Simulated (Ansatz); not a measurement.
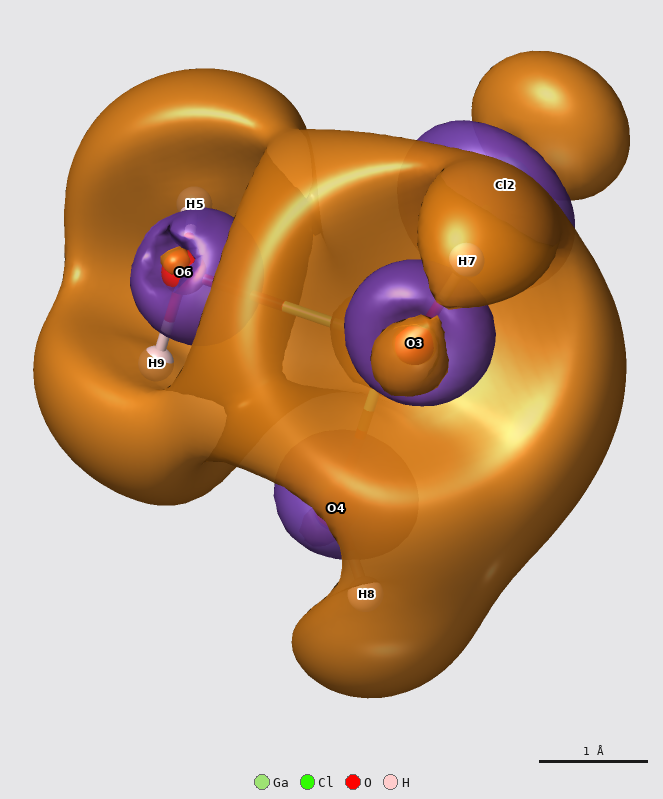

The picture shows: ClGaH4O3. The LUMO at ±0.08 Å⁻³ᐟ² (orange and purple are the two phases), seen at an oblique angle.

Computed with RKS B3LYP/def2-SVP in Ansatz.

Input

```
crystal:
  periodic: [false, false, false]
  atoms:
    - { symbol: Ga, position_ang: [-0.648156, 0.706043, 0.135391] }
    - { symbol: Cl, position_ang: [1.148556, 1.916095, -0.337371] }
    - { symbol: O, position_ang: [-1.966741, 0.489812, -1.037434] }
    - { symbol: O, position_ang: [-0.768542, 0.101879, 1.799036] }
    - { symbol: H, position_ang: [2.082128, -0.533548, -0.555815] }
    - { symbol: O, position_ang: [1.641427, -1.394269, -0.476268] }
    - { symbol: H, position_ang: [-1.771416, 0.827861, -1.922293] }
    - { symbol: H, position_ang: [-1.542545, -0.453091, 1.958619] }
    - { symbol: H, position_ang: [1.825189, -1.660881, 0.436235] }
basis:
  gaussian: { orbitals: def2-SVP }
hamiltonian:
  xc: b3lyp
relax:
  f_tol: 0.03
  max_steps: 50
output:
  orbitals: {}
```

Launched as:

```sh
ansatz run input.yaml --threads 2 --pin off --max-ram 3072MiB --backend cpu --events-out ev --progress --plain --runs-dir out
```

The fields are those of the relaxed geometry.

Question: Where does this orbital lie, and at what energy?

Answer: By Hirshfeld shares it lies mainly on Ga1 (about 35 %), Cl2 (about 15 %), O3 (about 10 %), O6 (about 10 %), O4 (about 10 %) and H5 (about 10 %). Its energy is −0.52 eV.
